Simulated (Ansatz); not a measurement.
**CH$_{3}$FGaO (SMILES C[O][Ga][F]) (doublet): density, localisation and related maps**

Input file:

```
crystal:
  periodic: [false, false, false]
  atoms:
    - {symbol: C, position_ang: [1.490000, -0.155376, -1.827119]}
    - {symbol: F, position_ang: [3.623369, -2.060832, -3.435306]}
    - {symbol: Ga, position_ang: [2.193911, -2.741733, -2.621780]}
    - {symbol: O, position_ang: [1.116557, -1.535929, -1.777007]}
    - {symbol: H, position_ang: [2.416442, 0.017295, -2.388632]}
    - {symbol: H, position_ang: [0.683085, 0.416190, -2.302436]}
    - {symbol: H, position_ang: [1.629211, 0.214480, -0.803631]}
basis:
  gaussian: {orbitals: def2-TZVPD}
output: {forces: true, orbitals: {seedname: orbitals}}
magnetization: {spin_polarized: true, initial_magnetization: 1}
hamiltonian: {xc: pbe0}
```

Run with:

```sh
ansatz run input.yaml --threads 1 --pin off --max-ram 2610MiB --events-out events.jsonl --progress --plain --runs-dir runs
```

Geometry: B3LYP/6-31G*.

Theory: isolated molecule in a Gaussian basis; Kohn-Sham density functional theory, functional PBE0 (Ansatz).

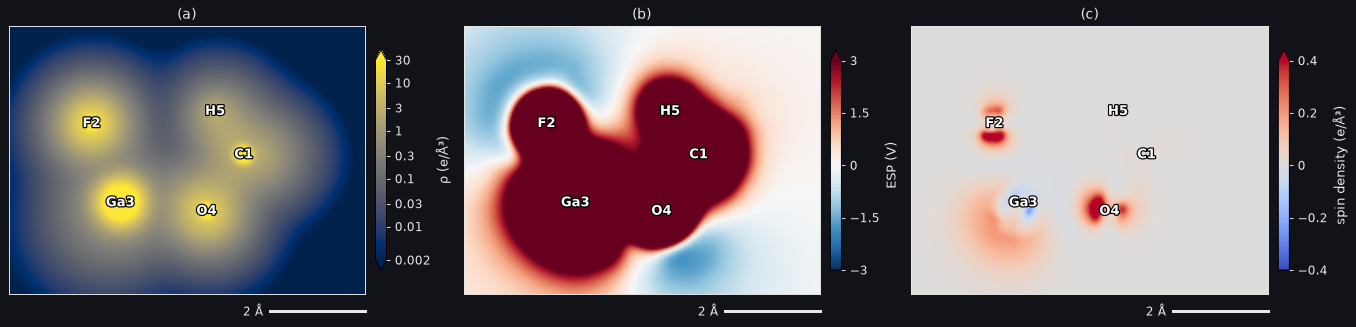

Figure 1. (a) total electron density; (b) molecular electrostatic potential; (c) spin density (α minus β) on the plane of atoms C1, O4 and Ga3.

> What does the map show?

Atoms in the plane: C, F, Ga, O and H.
C–O (1.43 Å): the density is about 1.9 e/Å³ at the midpoint, with its minimum of 1.7 e/Å³ about 0.5 Å from C.
Ga–F (1.78 Å): ρ at the midpoint is about 0.84 e/Å³.
Ga–O (1.82 Å): ρ at the midpoint is about 0.85 e/Å³.
C–H (1.10 Å): ρ at the midpoint is about 2.1 e/Å³.
The unpaired spin (1 electron) lies mostly on Ga3 (about 0.8), O4 (about 0.1) and F2 (about 0.1), in electrons by Hirshfeld's partition.
Outside the dense part of the molecule the potential is most negative (−1.8 V) near O4.

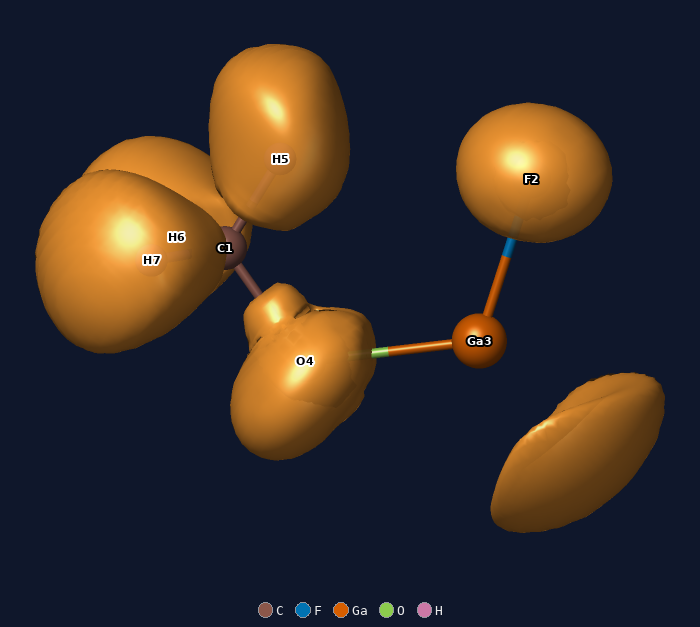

Figure 2. Isosurface of the electron localisation function at 0.75 (orange), seen at a tilt. Only the valence region is drawn (cores and ρ < 0.01 e/Å³ removed).

> What do the ELF domains correspond to?

The surface consists of three regions around hydrogen nuclei, one region on O in which the atom's valence shell and bonds are merged, one lobe on Ga, pointing away from the bonds (non-bonding electrons) and one region wrapped around F (its valence shell). Along the contacts the grid gives the following. C–O (1.43 Å): the ELF peaks at about 0.90 between the atoms: a polar covalent bond. Ga–F (1.78 Å): the ELF peaks at about 0.80 in the valence shell of F, 0.5 Å from its nucleus, and is about 0.15 at the midpoint.

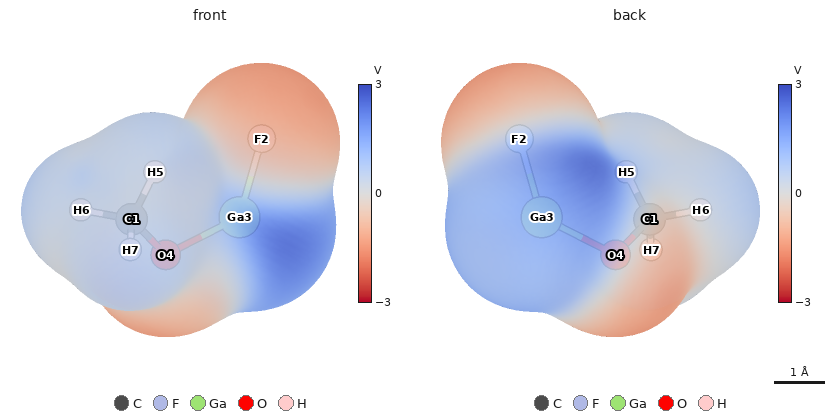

Figure 3. The electrostatic potential painted on the density surface at 0.002 e/bohr³, seen from the front and from behind; red is negative and blue positive.

> Where is the surface potential most negative and most positive?

The most negative region (about −1.4 V, or −32 kcal/mol for a unit charge) lies over F2 and O4, the most positive (about +2.4 V, or +55 kcal/mol for a unit charge) over Ga3.

> What dipole moment does the calculation give?

Its dipole moment is 1.07 D.
